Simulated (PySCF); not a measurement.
# One shape, several levels: CH3AlClFO (SMILES C[O][Al]([F])[Cl])

Aim: a comparison of 4 runs (HF/def2-SVP, M06-2X/6-31G*, PBE0/def2-SVP, BLYP/def2-SVPD) of CH3AlClFO. The job is set up through a Python script.

Program for the calculation: PySCF 2.14.0.

**1. The molecule**

CH3AlClFO: 8 atoms, total charge 0, spin state singlet. SMILES: `C[O][Al]([F])[Cl]`. The shape is that of a PBE0-D4/def2-TZVP optimisation. This is one conformer, not always the lowest.

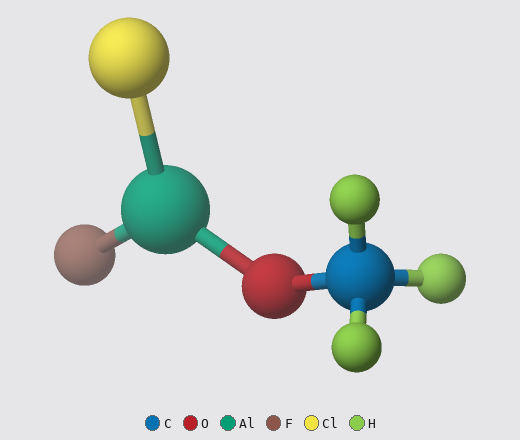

The structure, seen from a chosen angle (carbon blue, oxygen red, aluminium teal, fluorine brown, chlorine yellow, hydrogen green).

**2. Energy and gradient at HF/def2-SVP (run 1)**

Contents of job.py:

```python
import pyscf.grad
from pyscf import gto, scf

mol = gto.M(
    atom='''
C     -1.178244    -0.631924     2.051487
O      0.583925    -1.140639     0.140218
Al     1.641605     0.342796    -2.420172
F      3.797405    -1.018373    -4.164012
Cl     0.301600     3.878096    -3.471049
H     -0.236972    -0.656491     3.891135
H     -2.642215    -2.090793     2.055833
H     -2.092872     1.209803     1.810925
''',
    unit='bohr',
    charge=0,
    verbose=3,
    max_memory=1860,
    basis='def2-svp',
)

hf = scf.RHF(mol)
hf.conv_tol = 1e-10
hf.kernel()
if not hf.converged:
    hf = hf.newton().run(hf.mo_coeff, hf.mo_occ)

energy = hf.e_tot
print('Final energy', energy)
grad = hf.Gradients().kernel()
hf.analyze()
```

The run is started by

```sh
OMP_NUM_THREADS=1 python job.py
```

The program printed:

```text
converged SCF energy = -915.142192339118
[... 14 lines left out ...]
MO #5   energy= -11.2941350207025  occ= 2
[... 10 lines left out ...]
MO #16  energy= -1.08595079262596  occ= 2
[... 10 lines left out ...]
MO #27  energy= -0.46753777137374  occ= 2
[... 10 lines left out ...]
MO #38  energy= 0.431991982644206  occ= 0
[... 10 lines left out ...]
MO #49  energy= 0.863314103317994  occ= 0
[... 10 lines left out ...]
MO #60  energy= 1.25058106859564   occ= 0
[... 10 lines left out ...]
MO #71  energy= 1.82852822760118   occ= 0
[... 10 lines left out ...]
MO #82  energy= 3.00845101824772   occ= 0
[... 10 lines left out ...]
MO #93  energy= 3.93444166733448   occ= 0
[... 9 lines left out ...]
Dipole moment(X, Y, Z, Debye): -1.47576,  0.23629,  1.75343
```

It took 12 s on 1 thread of Intel Xeon at 2.50GHz (Skylake/Cascade Lake), shared host; peak memory 0.19 GiB.

**3. Energy and forces at M06-2X/6-31G(d) (spherical functions) (run 2)**

Contents of input.py:

```python
# C[O][Al]([F])[Cl]
import pyscf.grad
from pyscf import gto, dft

mol = gto.M(
    atom=[
    ('C', (-0.623500, -0.334400, 1.085600)),
    ('O', (0.309000, -0.603600, 0.074200)),
    ('Al', (0.868700, 0.181400, -1.280700)),
    ('F', (2.009500, -0.538900, -2.203500)),
    ('Cl', (0.159600, 2.052200, -1.836800)),
    ('H', (-0.125400, -0.347400, 2.059100)),
    ('H', (-1.398200, -1.106400, 1.087900)),
    ('H', (-1.107500, 0.640200, 0.958300)),
],
    verbose=4,
    max_memory=1860,
    basis='6-31g*',
)

mf = dft.RKS(mol, xc='m06-2x')
mf.conv_tol = 1e-10
mf.grids.level = 5
mf.kernel()
if not mf.converged:
    mf = mf.newton().run(mf.mo_coeff, mf.mo_occ)

etot = mf.e_tot
print('E = %.10f Eh' % etot)
grad = mf.Gradients().kernel()
mf.analyze()
```

The run is started by

```sh
OMP_NUM_THREADS=1 python input.py
```

The program printed:

```text
PySCF version 2.14.0

[... 95 lines left out ...]
Nuclear Repulsion Energy =             272.913168793264674
[... 12 lines left out ...]
MO #7   energy= -7.52457207761115  occ= 2
[... 10 lines left out ...]
MO #18  energy= -0.579611298134797 occ= 2
[... 10 lines left out ...]
MO #29  energy= -0.00759390335940591 occ= 0
[... 10 lines left out ...]
MO #40  energy= 0.333924063067627  occ= 0
[... 10 lines left out ...]
MO #51  energy= 0.81578893044929   occ= 0
[... 10 lines left out ...]
MO #62  energy= 1.1995188718175    occ= 0
[... 10 lines left out ...]
MO #73  energy= 1.92238603954822   occ= 0
[... 10 lines left out ...]
MO #84  energy= 2.8497938774683    occ= 0
[... 95 lines left out ...]
Dipole moment(X, Y, Z, Debye): -1.24913, -0.11819,  1.73684
```

Wall time 93 s (1 thread of Intel Xeon at 2.50GHz (Skylake/Cascade Lake), shared host); peak memory 0.83 GiB.

Run 3 isn't shown in full; the table further down has it.

**4. Energy and forces at BLYP/def2-SVPD (run 4)**

Contents of run.py:

```python
# C[O][Al]([F])[Cl]
import pyscf.grad
from pyscf import gto, dft

mol = gto.M(
    atom='''
C     -0.623500    -0.334400     1.085600
O      0.309000    -0.603600     0.074200
Al     0.868700     0.181400    -1.280700
F      2.009500    -0.538900    -2.203500
Cl     0.159600     2.052200    -1.836800
H     -0.125400    -0.347400     2.059100
H     -1.398200    -1.106400     1.087900
H     -1.107500     0.640200     0.958300
''',
    basis='def2-svpd',
    verbose=4,
    max_memory=1860,
)

ks = dft.RKS(mol, xc='blyp')
ks.conv_tol = 1e-10
ks.grids.level = 5
ks.kernel()
if not ks.converged:
    ks = ks.newton().run(ks.mo_coeff, ks.mo_occ)

energy = ks.e_tot
print('Final energy', energy)
grad = ks.Gradients().kernel()
dip = ks.dip_moment()
pop, q = ks.mulliken_pop()
```

The run is started by

```sh
OMP_NUM_THREADS=1 python run.py
```

The program printed:

```text
PySCF version 2.14.0

[... 82 lines left out ...]
converged SCF energy = -917.388883939487
Final energy -917.3888839394865
[... 12 lines left out ...]
Dipole moment(X, Y, Z, Debye): -1.31161,  0.12573,  1.62378
[... 150 lines left out ...]
charge of    7H =     -0.27211
```

It took 2 min on 1 thread of Intel Xeon at 2.50GHz (Skylake/Cascade Lake), shared host; peak memory 1.6 GiB.

**5. All runs side by side**

```
run                                level  integration grid  energy (Eh)  dipole moment (D)  HOMO energy (eV)  LUMO energy (eV)  wall time
  1                          HF/def2-SVP                 –  -915.142192               2.30            -12.57              2.25       12 s
  2  M06-2X/6-31G* (spherical functions)                 5  -917.628415               2.14            -10.15             -0.21       93 s
  3                        PBE0/def2-SVP                 5  -916.915613               2.11             -8.57             -0.70       59 s
  4                       BLYP/def2-SVPD                 5  -917.388884               2.09             -7.18             -1.92      2 min
```

**6. Summary of results**

```
                       quantity          value
            run 4: total energy  -917.38888 Eh
           run 4: dipole moment         2.09 D
             run 4: HOMO energy       -7.18 eV
             run 4: LUMO energy       -1.92 eV
           run 4: HOMO–LUMO gap        5.26 eV
run 4: largest force on an atom     1.482 eV/Å
```

In words: The dipole moment (its size) runs from 2.09 D (BLYP/def2-SVPD) to 2.30 D (HF/def2-SVP). The two ends differ in method and basis. The HOMO–LUMO gap runs from 5.26 eV (BLYP/def2-SVPD) to 14.82 eV (HF/def2-SVP). Totals of different functionals can't be ranked against each other. All runs together took 4.8 min, the longest 2 min.
